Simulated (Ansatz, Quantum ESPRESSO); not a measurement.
# SiBi (Pm-3m): phonons by linear response, part 2 of 3

Aim: the phonon dispersion of SiBi (Pm-3m), checked by a second program.

Quantum ESPRESSO 7.5; DFT LDA, scalar-relativistic, plane waves, PseudoDojo norm-conserving pseudopotentials.

So far. Step 2 (A probe with smearing): No gap opens on this mesh, so smearing is kept; the start stands at 2.0 GPa. Step 4 (Self-consistent run for the response): The cell stands at -0.004 GPa, close enough for phonons. The relaxed cell has a = 3.553 Å (conventional setting).

The structure was built from a prototype and need not be the compound's stable phase.

## (5) Phonons on a q mesh

Linear response treats each wavevector in the unit cell, with no supercell; the 2×2×2 mesh fixes the range of the force constants to be had.

Contents of ph.in:

```
phonons
&INPUTPH
  prefix       = 'x'
  outdir       = './tmp'
  fildyn       = 'x.dyn'
  tr2_ph       = 1.0d-18
  alpha_mix(1) = 0.4
  nmix_ph      = 8
  ldisp        = .true.
  nq1          = 2
  nq2          = 2
  nq3          = 2
/
```

On the command line:

```bash
$ OMP_NUM_THREADS=1 mpirun -n 4 ph.x -nk 4 -in ph.in > ph.out
```

Log:

```text
[banners, grids, parts of the stress and lines that vanish by symmetry left out]
[banner, memory and clock lines left out]
Program PHONON v.7.5

     ./tmp/x.save/

     IMPORTANT: XC functional enforced from input :
     Exchange-correlation= PW
                           (   1   4   0   0   0   0   0)
     Any further DFT definition will be discarded
     Please, verify this is what you really want

     G-vector sticks info

     Reading collected, re-writing distributed wavefunctions in ./tmp/

     Dynamical matrices for ( 2, 2, 2)  uniform grid of q-points
     (   4 q-points):
       N         xq(1)         xq(2)         xq(3)
       1   0.000000000   0.000000000   0.000000000
       2   0.000000000   0.000000000  -0.500000000
       3   0.000000000  -0.500000000  -0.500000000
       4  -0.500000000  -0.500000000  -0.500000000

     Number and degeneracy of irreps per q-point
       N         xq(1)         xq(2)         xq(3)   N irreps
       1   0.000000000   0.000000000   0.000000000       2
        3   3
       2   0.000000000   0.000000000  -0.500000000       4
        1   2   1   2
       3   0.000000000  -0.500000000  -0.500000000       4
        1   1   2   2
       4  -0.500000000  -0.500000000  -0.500000000       2
        3   3

     Calculation of q =    0.0000000   0.0000000   0.0000000

     phonons

     bravais-lattice index     =            1
     lattice parameter (alat)  =       6.7142  a.u.
     unit-cell volume          =     302.6809 (a.u.)^3
     number of atoms/cell      =            2
     number of atomic types    =            2
     kinetic-energy cut-off    =      70.0000  Ry
     charge density cut-off    =     280.0000  Ry
     convergence threshold     =      1.0E-18
     beta                      =       0.4000
     number of iterations used =            8
     Exchange-correlation= PW
                           (   1   4   0   0   0   0   0)

     celldm(1)=    6.71421  celldm(2)=    0.00000  celldm(3)=    0.00000
     celldm(4)=    0.00000  celldm(5)=    0.00000  celldm(6)=    0.00000

     crystal axes: (cart. coord. in units of alat)
               a(1) = (  1.0000  0.0000  0.0000 )
               a(2) = (  0.0000  1.0000  0.0000 )
               a(3) = (  0.0000  0.0000  1.0000 )

     reciprocal axes: (cart. coord. in units 2 pi/alat)
               b(1) = (  1.0000  0.0000  0.0000 )
               b(2) = (  0.0000  1.0000  0.0000 )
               b(3) = (  0.0000  0.0000  1.0000 )

     Atoms inside the unit cell:

     Cartesian axes

     site n.  atom      mass           positions (alat units)
        1  Bi    208.9804   tau(    1) = (    0.00000    0.00000    0.00000  )
        2  Si     28.0850   tau(    2) = (    0.50000    0.50000    0.50000  )

     Computing dynamical matrix for
                    q = (   0.0000000   0.0000000   0.0000000 )

     49 Sym.Ops. (with q -> -q+G )

     G cutoff =  319.7336  (  23847 G-vectors)     FFT grid: ( 36, 36, 36)

     number of k points=    56  Marzari-Vanderbilt smearing, width (Ry)=  0.0200

     PseudoPot. # 1 for Bi read from file:
     ./pseudo/Bi.upf
     Pseudo is Norm-conserving + core correction, Zval = 15.0
     Using radial grid of 1454 points,  6 beta functions with:
                l(1) =   0
                l(2) =   0
                l(3) =   1
                l(4) =   1
                l(5) =   2
                l(6) =   2

     PseudoPot. # 2 for Si read from file:
     ./pseudo/Si.upf
     Pseudo is Norm-conserving + core correction, Zval =  4.0
     Using radial grid of 1510 points,  6 beta functions with:
                l(1) =   0
                l(2) =   0
                l(3) =   1
                l(4) =   1
                l(5) =   2
                l(6) =   2

     Mode symmetry, O_h (m-3m)  point group:

     Atomic displacements:
     There are    2 irreducible representations

     Representation     1      3 modes -  To be done

     Representation     2      3 modes -  To be done

     Alpha used in Ewald sum =   2.7000

     Representation #   1 modes #   1   2   3

     Self-consistent Calculation
      iter #   1   av.it.:   4.4
      thresh= 1.000E-02 alpha_mix =  0.400 |ddv_scf|^2 =  4.707E-08
      iter #   2   av.it.:  11.7
      thresh= 2.170E-05 alpha_mix =  0.400 |ddv_scf|^2 =  1.570E-09
      iter #   3   av.it.:  11.6
      thresh= 3.963E-06 alpha_mix =  0.400 |ddv_scf|^2 =  2.458E-10
      iter #   4   av.it.:  11.7
      thresh= 1.568E-06 alpha_mix =  0.400 |ddv_scf|^2 =  1.580E-11
      iter #   5   av.it.:  11.5
      thresh= 3.974E-07 alpha_mix =  0.400 |ddv_scf|^2 =  2.211E-13
      iter #   6   av.it.:  12.6
      thresh= 4.702E-08 alpha_mix =  0.400 |ddv_scf|^2 =  1.784E-15
      iter #   7   av.it.:  12.1
      thresh= 4.224E-09 alpha_mix =  0.400 |ddv_scf|^2 =  1.816E-16
      iter #   8   av.it.:  12.4
      thresh= 1.348E-09 alpha_mix =  0.400 |ddv_scf|^2 =  4.945E-19

     End of self-consistent calculation

     Convergence has been achieved

     Representation #   2 modes #   4   5   6

     Self-consistent Calculation
      iter #   1   av.it.:   8.6
      thresh= 1.000E-02 alpha_mix =  0.400 |ddv_scf|^2 =  4.959E-06
      iter #   2   av.it.:  12.0
      thresh= 2.227E-04 alpha_mix =  0.400 |ddv_scf|^2 =  2.537E-08
      iter #   3   av.it.:  12.2
      thresh= 1.593E-05 alpha_mix =  0.400 |ddv_scf|^2 =  3.910E-09
      iter #   4   av.it.:  12.5
      thresh= 6.253E-06 alpha_mix =  0.400 |ddv_scf|^2 =  1.409E-10
      iter #   5   av.it.:  12.2
      thresh= 1.187E-06 alpha_mix =  0.400 |ddv_scf|^2 =  3.807E-12
      iter #   6   av.it.:  12.1
      thresh= 1.951E-07 alpha_mix =  0.400 |ddv_scf|^2 =  5.009E-14
[...]
End of self-consistent calculation

     Convergence has been achieved

     Number of q in the star =    1
     List of q in the star:
          1   0.000000000   0.000000000   0.000000000

     Diagonalizing the dynamical matrix

     q = (    0.000000000   0.000000000   0.000000000 )

 **************************************************************************
     freq (    1) =      -0.038780 [THz] =      -1.293549 [cm-1]
     freq (    2) =      -0.038780 [THz] =      -1.293549 [cm-1]
     freq (    3) =      -0.038780 [THz] =      -1.293549 [cm-1]
     freq (    4) =       3.657949 [THz] =     122.016040 [cm-1]
     freq (    5) =       3.657949 [THz] =     122.016040 [cm-1]
     freq (    6) =       3.657949 [THz] =     122.016040 [cm-1]
 **************************************************************************

     Mode symmetry, O_h (m-3m)  point group:

     freq (   1-   3) =         -1.3  [cm-1]   --> T_1u G_15  G_4- I
     freq (   4-   6) =        122.0  [cm-1]   --> T_1u G_15  G_4- I

     Calculation of q =    0.0000000   0.0000000  -0.5000000
     [... set-up and bands at k+q left out ...]

     Mode symmetry, D_4h(4/mmm) point group:

     Atomic displacements:
     There are    4 irreducible representations

     Representation     1      1 modes -  To be done

     Representation     2      2 modes -  To be done

     Representation     3      1 modes -  To be done

     Representation     4      2 modes -  To be done

     Message from routine init_vloc:
     Interpolation table for Vloc re-allocated

     Alpha used in Ewald sum =   2.7000

     Representation #   1 mode #   1

     Self-consistent Calculation

[...]
End of self-consistent calculation

     Convergence has been achieved

     Representation #   2 modes #   2   3

     Self-consistent Calculation

[...]
End of self-consistent calculation

     Convergence has been achieved

     Representation #   3 mode #   4

     Self-consistent Calculation

[...]
End of self-consistent calculation

     Convergence has been achieved

     Representation #   4 modes #   5   6

     Self-consistent Calculation

[...]
End of self-consistent calculation

     Convergence has been achieved

     Number of q in the star =    3
     List of q in the star:
          1   0.000000000   0.000000000  -0.500000000
          2   0.000000000  -0.500000000   0.000000000
          3  -0.500000000   0.000000000   0.000000000

     Diagonalizing the dynamical matrix

     q = (    0.000000000   0.000000000  -0.500000000 )

 **************************************************************************
     freq (    1) =       1.174797 [THz] =      39.187015 [cm-1]
     freq (    2) =       1.174797 [THz] =      39.187015 [cm-1]
     freq (    3) =       2.512350 [THz] =      83.802971 [cm-1]
     freq (    4) =       3.987830 [THz] =     133.019693 [cm-1]
     freq (    5) =       3.987830 [THz] =     133.019693 [cm-1]
     freq (    6) =       4.334207 [THz] =     144.573578 [cm-1]
 **************************************************************************

     Mode symmetry, D_4h(4/mmm) point group:

     freq (   1-   2) =         39.2  [cm-1]   --> E_u  X_5' M_5'
     freq (   3-   3) =         83.8  [cm-1]   --> A_2u X_4' M_4'
     freq (   4-   5) =        133.0  [cm-1]   --> E_g  X_5  M_5
     freq (   6-   6) =        144.6  [cm-1]   --> A_1g X_1  M_1

     Calculation of q =    0.0000000  -0.5000000  -0.5000000
     [... set-up and bands at k+q left out ...]

     Mode symmetry, D_4h(4/mmm) point group:

     Atomic displacements:
     There are    4 irreducible representations

     Representation     1      1 modes -  To be done

     Representation     2      1 modes -  To be done

     Representation     3      2 modes -  To be done

     Representation     4      2 modes -  To be done

     Alpha used in Ewald sum =   2.7000

     Representation #   1 mode #   1

     Self-consistent Calculation

[...]
End of self-consistent calculation

     Convergence has been achieved

     Representation #   2 mode #   2

     Self-consistent Calculation

[...]
End of self-consistent calculation

     Convergence has been achieved

     Representation #   3 modes #   3   4

     Self-consistent Calculation

[...]
End of self-consistent calculation

     Convergence has been achieved

     Representation #   4 modes #   5   6

     Self-consistent Calculation

[...]
End of self-consistent calculation

     Convergence has been achieved

     Number of q in the star =    3
     List of q in the star:
          1   0.000000000  -0.500000000  -0.500000000
          2  -0.500000000  -0.500000000   0.000000000
          3  -0.500000000   0.000000000  -0.500000000

     Diagonalizing the dynamical matrix

     q = (    0.000000000  -0.500000000  -0.500000000 )

 **************************************************************************
     freq (    1) =      -1.222339 [THz] =     -40.772840 [cm-1]
     freq (    2) =      -0.748598 [THz] =     -24.970544 [cm-1]
     freq (    3) =      -0.748598 [THz] =     -24.970544 [cm-1]
     freq (    4) =       1.427311 [THz] =      47.609959 [cm-1]
     freq (    5) =       3.066379 [THz] =     102.283386 [cm-1]
     freq (    6) =       3.066379 [THz] =     102.283386 [cm-1]
 **************************************************************************

     Mode symmetry, D_4h(4/mmm) point group:

     freq (   1-   1) =        -40.8  [cm-1]   --> A_2u X_4' M_4'
     freq (   2-   3) =        -25.0  [cm-1]   --> E_u  X_5' M_5'
     freq (   4-   4) =         47.6  [cm-1]   --> B_1u X_2' M_2'
     freq (   5-   6) =        102.3  [cm-1]   --> E_u  X_5' M_5'

     Calculation of q =   -0.5000000  -0.5000000  -0.5000000
     [... set-up and bands at k+q left out ...]

     Mode symmetry, O_h (m-3m)  point group:

     Atomic displacements:
     There are    2 irreducible representations

     Representation     1      3 modes -  To be done

     Representation     2      3 modes -  To be done

     Alpha used in Ewald sum =   2.7000

     Representation #   1 modes #   1   2   3

     Self-consistent Calculation

[...]
End of self-consistent calculation

     Convergence has been achieved

     Representation #   2 modes #   4   5   6

     Self-consistent Calculation

[...]
iter #   3   av.it.:  12.0
      thresh= 3.392E-05 alpha_mix =  0.400 |ddv_scf|^2 =  3.836E-09

      iter #   4   av.it.:  12.6
      thresh= 6.193E-06 alpha_mix =  0.400 |ddv_scf|^2 =  1.746E-11

      iter #   5   av.it.:  11.7
      thresh= 4.179E-07 alpha_mix =  0.400 |ddv_scf|^2 =  1.623E-12

      iter #   6   av.it.:  11.7
      thresh= 1.274E-07 alpha_mix =  0.400 |ddv_scf|^2 =  1.963E-13

      iter #   7   av.it.:  12.3
      thresh= 4.430E-08 alpha_mix =  0.400 |ddv_scf|^2 =  7.876E-16

      iter #   8   av.it.:  12.6
      thresh= 2.806E-09 alpha_mix =  0.400 |ddv_scf|^2 =  4.233E-17

      iter #   9   av.it.:  12.5
      thresh= 6.506E-10 alpha_mix =  0.400 |ddv_scf|^2 =  7.940E-19

     End of self-consistent calculation

     Convergence has been achieved

     Number of q in the star =    1
     List of q in the star:
          1  -0.500000000  -0.500000000  -0.500000000

     Diagonalizing the dynamical matrix

     q = (   -0.500000000  -0.500000000  -0.500000000 )

 **************************************************************************
     freq (    1) =       2.209217 [THz] =      73.691547 [cm-1]
     freq (    2) =       2.209217 [THz] =      73.691547 [cm-1]
     freq (    3) =       2.209217 [THz] =      73.691547 [cm-1]
     freq (    4) =       3.136479 [THz] =     104.621686 [cm-1]
     freq (    5) =       3.136479 [THz] =     104.621686 [cm-1]
     freq (    6) =       3.136479 [THz] =     104.621686 [cm-1]
 **************************************************************************

     Mode symmetry, O_h (m-3m)  point group:

     freq (   1-   3) =         73.7  [cm-1]   --> T_1u G_15  G_4-
     freq (   4-   6) =        104.6  [cm-1]   --> T_2g G_25' G_5+


[key lines of the parts left out:]
the Fermi energy is    11.5254 ev
```

Elapsed: 14 min, on 4 MPI ranks of Arm Neoverse V1, shared host.

Numbers from this step:

```yaml
largest_acoustic_frequency_at_the_zone_centre_before_the_sum_rule: -1.29 cm⁻¹
highest_optical_zone_centre_mode_no_lo_to_term: 122.0 cm⁻¹
lowest_optical_zone_centre_mode: 122.0 cm⁻¹
lowest_mode_on_the_q_mesh_acoustic_ones_at_the_zone_centre_apart: -40.77 cm⁻¹
```

Frequencies (cm⁻¹) at each irreducible wavevector; negative means imaginary. Frequencies by wavevector:

```csv
q (fractions),star,mode 1,mode 2,mode 3,mode 4,mode 5,mode 6
0 0 0,1,-1.29,-1.29,-1.29,122,122,122
0 0 -0.5,3,39.19,39.19,83.8,133,133,144.6
0 -0.5 -0.5,3,-40.77,-24.97,-24.97,47.61,102.3,102.3
-0.5 -0.5 -0.5,1,73.69,73.69,73.69,104.6,104.6,104.6
```

The acoustic modes at Γ come out as far as 1.3 cm⁻¹ from zero, where they should vanish, a small numerical error.

## (6) Fourier transform to real space

The dynamical matrices of the mesh are Fourier-transformed to force constants in real space.

Contents of q2r.in:

```
&INPUT
  fildyn = 'x.dyn'
  zasr   = 'simple'
  flfrc  = 'x.fc'
/
```

On the command line:

```bash
$ q2r.x < q2r.in > q2r.out
```

Log:

```text
[banners, grids, parts of the stress and lines that vanish by symmetry left out]
[banner, memory and clock lines left out]
Program Q2R v.7.5

  reading grid info from file x.dyn0

  reading force constants from file x.dyn1
  Dielectric Tensor not found
  nqs=            1
 q=   0.00000000  0.00000000  0.00000000
  reading force constants from file x.dyn2
  nqs=            3
 q=   0.00000000  0.00000000 -0.50000000
[...]
reading force constants from file x.dyn3
  nqs=            3
[...]
q=  -0.50000000  0.00000000 -0.50000000
  reading force constants from file x.dyn4
  nqs=            1
 q=  -0.50000000 -0.50000000 -0.50000000

      q-space grid ok, #points =    8

      fft-check success (sum of imaginary terms < 10^-12)
```

It took 0.46 s on 1 thread.

## (7) Dispersion

From the force constants any wavevector is cheap; points of the mesh come back as solved, but for the sum rule and, in polar crystals, the LO-TO term at Γ; the rest is interpolation.

Contents of matdyn.in:

```
&INPUT
  asr              = 'simple'
  flfrc            = 'x.fc'
  flfrq            = 'x.freq'
  flvec            = 'x.modes'
  q_in_band_form   = .true.
  q_in_cryst_coord = .true.
/
8
  0.0000000   0.0000000   0.0000000  12  ! GAMMA
  0.0000000   0.5000000   0.0000000  12  ! X
  0.5000000   0.5000000   0.0000000  12  ! M
  0.0000000   0.0000000   0.0000000  12  ! GAMMA
  0.5000000   0.5000000   0.5000000  12  ! R
  0.0000000   0.5000000   0.0000000   1  ! X
  0.5000000   0.5000000   0.5000000  12  ! R
  0.5000000   0.5000000   0.0000000   1  ! M
```

On the command line:

```bash
$ matdyn.x -in matdyn.in > matdyn.out
```

Log:

```text
[banner, memory and clock lines left out]
Program MATDYN v.7.5

 mass for atomic type   1 not given; uses mass from file x.fc
 mass for atomic type   2 not given; uses mass from file x.fc
     Message from routine matdyn:
     Z* not found in file x.fc, TO-LO splitting at q=0 will be absent!
     Message from routine matdyn:
     Z* not found in file x.fc, TO-LO splitting at q=0 will be absent!

Note: The following floating-point exceptions are signalling: IEEE_UNDERFLOW_FLAG
```

The job ended after 0.47 s (1 thread).

This step gave:

| Property | Result |
| --- | --- |
| lowest frequency on the path | -40.75 cm⁻¹ |

Matdyn.x, sum rule simple. The phonon branches at the labelled points (cm⁻¹):

```csv
point,branch 1,branch 2,branch 3,branch 4,branch 5,branch 6
Γ,0,0,0,122,122,122
X,39,39,84,133,133,145
M,-41,-25,-25,48,102,102
Γ,0,0,0,122,122,122
R,74,74,74,105,105,105
X,39,39,84,133,133,145
jump to R,74,74,74,105,105,105
M,-41,-25,-25,48,102,102
```

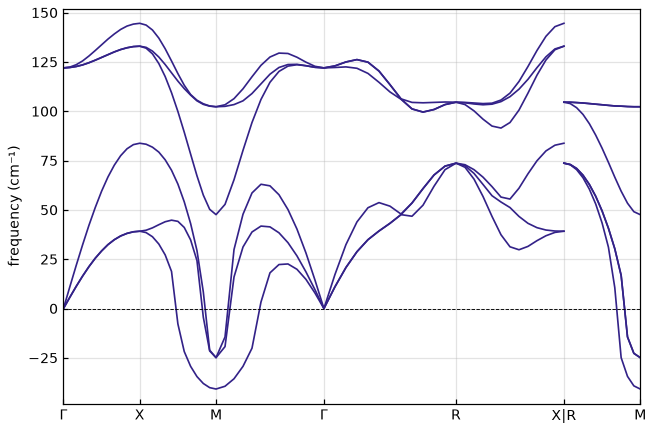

Phonon branches along the path.

Lowest modes at the softest wavevector of the mesh; phase exp(i q.(R + tau)). Modes at q = (0.500, 0.000, 0.500), with each element's share of the kinetic energy (negative means imaginary):

```
mode  frequency (cm⁻¹)  Bi %  Si %
   1             -40.8   100     0
   2             -25.0    48    52
   3             -25.0    48    52
   4              47.6     0   100
   5             102.3    52    48
   6             102.3    52    48
```

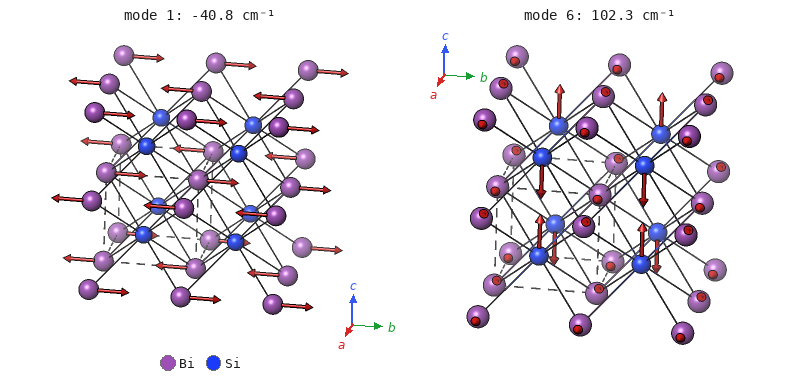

Displacement patterns of modes 1 and 6 at q = (0.500, 0.000, 0.500); arrows are exaggerated. 2×2×2 cells are drawn. Some periodic images of atoms are drawn too.

Force constants by pair (phonopy on the run's constants); pairs near half the supercell's span include their periodic images. Pair force constants, by row:

| atom | neighbour | distance (Å) | third of the trace (eV/Å²) | along the pair's line (eV/Å²) |
| --- | --- | --- | --- | --- |
| Bi1 | itself | 0 | 2.498 | – |
| Bi1 | Si | 3.077 | -0.1694 | -0.5593 |
| Bi1 | Bi | 3.553 | -0.3082 | -1.889 |
| Bi1 | Bi | 5.025 | 0.0887 | 0.1761 |
| Bi1 | Bi | 6.154 | -0.4845 | -0.4845 |
| Si2 | itself | 0 | 1.187 | – |
| Si2 | Bi | 3.077 | -0.1694 | -0.5593 |
| Si2 | Si | 3.553 | 0.2206 | 0.1244 |
| Si2 | Si | 5.025 | 0.0187 | 0.0116 |
| Si2 | Si | 6.154 | -0.5493 | -0.5493 |

Mode patterns, pair constants, displacements and means over the zone were worked out by phonopy from the force constants of q2r.x.

The path dips to 41i cm⁻¹.

## (8) Sums over the zone

Sums over the zone need many more wavevectors than were solved, so the interpolation is sampled on a dense mesh.

Contents of matdyn.in:

```
&INPUT
  asr    = 'simple'
  flfrc  = 'x.fc'
  dos    = .true.
  fldos  = 'x.dos'
  nk1    = 13
  nk2    = 13
  nk3    = 13
  deltaE = 0.3
/
```

On the command line:

```bash
$ matdyn.x -in matdyn.in > matdyn.out
```

Log:

```text
[banner, memory and clock lines left out]
Program MATDYN v.7.5

 mass for atomic type   1 not given; uses mass from file x.fc
 mass for atomic type   2 not given; uses mass from file x.fc
     Message from routine matdyn:
     Z* not found in file x.fc, TO-LO splitting at q=0 will be absent!

Note: The following floating-point exceptions are signalling: IEEE_UNDERFLOW_FLAG
```

The job ended after 3.8 s (1 thread).

This step gave:

```yaml
share_of_modes_beyond_3i_cm_minus1_on_the_dense_interpolated_mesh: 0.0257
```

The phonon density of states has structure finer than the step of the table below, so its rows give means over 20 cm⁻¹, whole bins alone (the curve runs from -39.6 to 144 cm⁻¹). Peaks (cm⁻¹: height): total 42.0: 0.120, 54.0: 0.0645, 104.4: 0.187, 123.6: 0.112; Bi 42.0: 0.104, 54.0: 0.0518, 104.4: 0.0505; Si 104.4: 0.136, 123.6: 0.104.

Tetrahedra. The phonon density of states by wavenumber; means over each step; values in 1/cm⁻¹/cell:

| wavenumber (cm⁻¹) | total | Bi | Si |
| --- | --- | --- | --- |
| -20 | 0.00455 | 0.00434 | 2.1e-4 |
| 0 | 0.00551 | 0.00487 | 6.3e-4 |
| 20 | 0.0250 | 0.0225 | 0.00251 |
| 40 | 0.0645 | 0.0558 | 0.00870 |
| 60 | 0.0446 | 0.0367 | 0.00788 |
| 80 | 0.0146 | 0.00602 | 0.00857 |
| 100 | 0.0551 | 0.0110 | 0.0441 |
| 120 | 0.0751 | 0.00712 | 0.0680 |

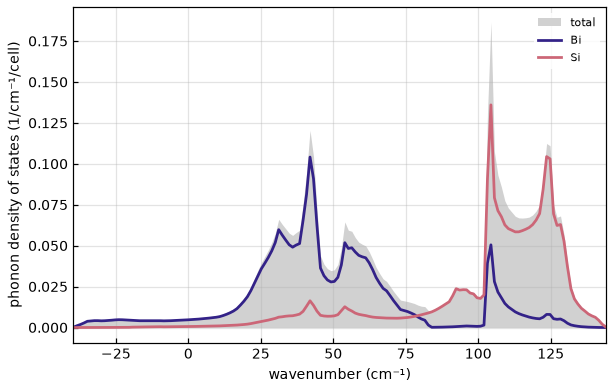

Phonon density of states, plotted against wavenumber.

(Part 2 of 3 ends here.)

[Host names and launcher messages were left out of these logs when they were recorded.]

[Logs are printed without paths, hosts, clocks, repeated set-up lines and the standing remarks that a program may print on its own settings, such as how far it seeks lower states.]

[Hosts, paths, dates, database ids (printed as entryN), source tags and the programs' standing remarks are cut or masked in the printed files.]
